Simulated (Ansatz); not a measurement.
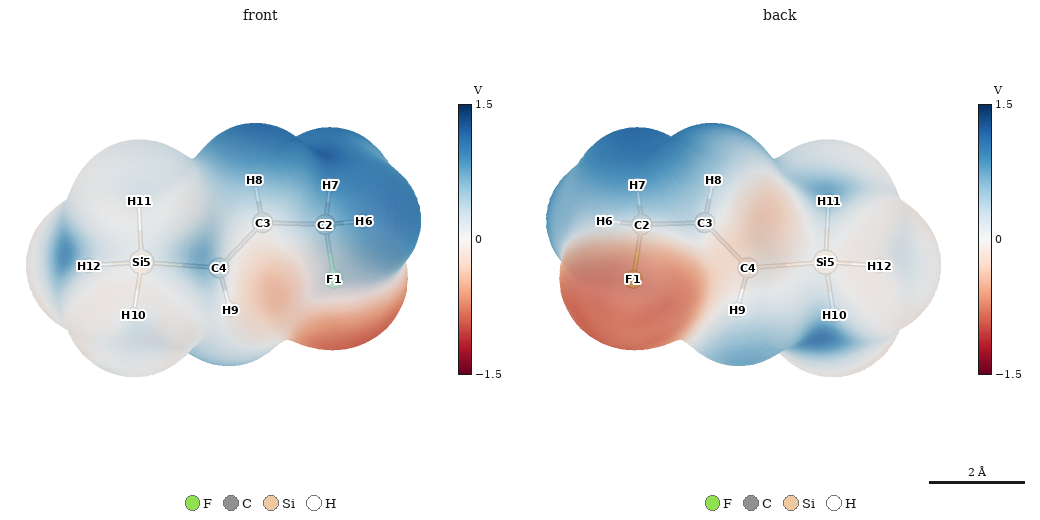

*C3H7FSi (SMILES FCC=C[SiH3]). The molecular electrostatic potential painted on the density surface at 0.002 e/bohr³, seen from the front and from behind; the colour scale runs from red (negative) to blue (positive).*

Geometry: PBE0-D4/def2-TZVP.

These are results of Ansatz 0.2.0, RKS PBE0-D4/def2-TZVPP, not measurements.

```xyz
12

F    -1.4193    2.1595    0.4904
C    -0.6061    1.4566    1.3479
C     0.0281    0.2854    0.6859
C    -0.1489   -0.0683   -0.5841
Si    0.6780   -1.5455   -1.3411
H     0.1619    2.1425    1.7268
H    -1.2135    1.1297    2.2011
H     0.6793   -0.2924    1.3413
H    -0.8114    0.5493   -1.1875
H     1.5360   -1.1467   -2.4896
H     1.5201   -2.2071   -0.3084
H    -0.3274   -2.5181   -1.8487
```

Question: Describe the electrostatic potential map.

Answer: The most negative region (about −0.9 V) lies over F1, the most positive (about +1.2 V) over the C, H and Si atoms.
